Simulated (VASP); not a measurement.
Band structure of Ta$_{2}$N (space group P-3m1). All values below come from r2SCAN meta-GGA, VASP's PBE PAW potentials (set 64) (plane waves; VASP 6.6.1).

Unless said otherwise, spin-orbit coupling is left out, though it shifts the bands of the heavy elements here.

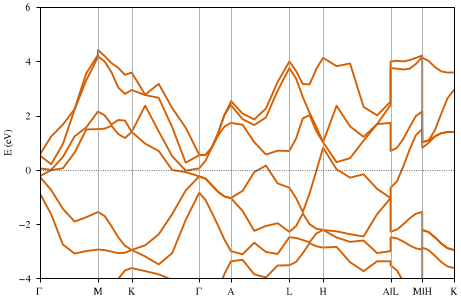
Fig. 1. Bands along high-symmetry lines, zero at the valence-band maximum or, without a gap, the Fermi level

Task: Read the plot: is there a gap, and where are the band edges?

Result: It has no gap at this level: it comes out as a metal or semimetal.

The structure comes from a computed database's Ta2N entry (P-3m1); how it stands against other phases isn't given here. It was relaxed first. The electron count is odd and the run is not spin-polarised, which forces a metal.
